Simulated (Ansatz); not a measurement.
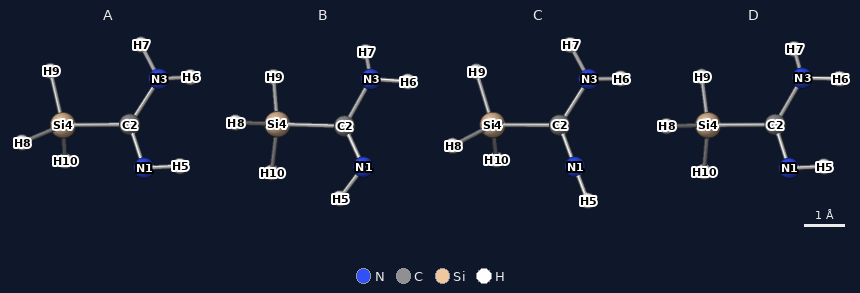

4 geometries from a converged minimum-energy path of CH₆N₂Si, shuffled. A ball-and-stick model, seen at a tilt.

All numbers below come from RHF/def2-SVP (Ansatz 0.2.0). Run with 5 movable images; climbing image; force threshold 0.05 eV/Å; iteration limit 60; starting path by image-dependent pair potential.

One of them is the converged climbing image. Which?

C. In order along the path, whose images run from 0 to 6: D (image 0, 0.00 eV), A (image 1, 0.00 eV), C (image 3, +1.20 eV), B (image 5, 0.00 eV). The motion is an in-plane inversion: the angle C2–N1–H5 opens from 113° to 177° on the way and closes on the other side (112° at the end). No bond forms or breaks between the ends. Bond angles that change up to the highest image, for instance: C2–N1–H5 113.0° → 177.0°, N1–C2–Si4 114.6° → 118.0°.
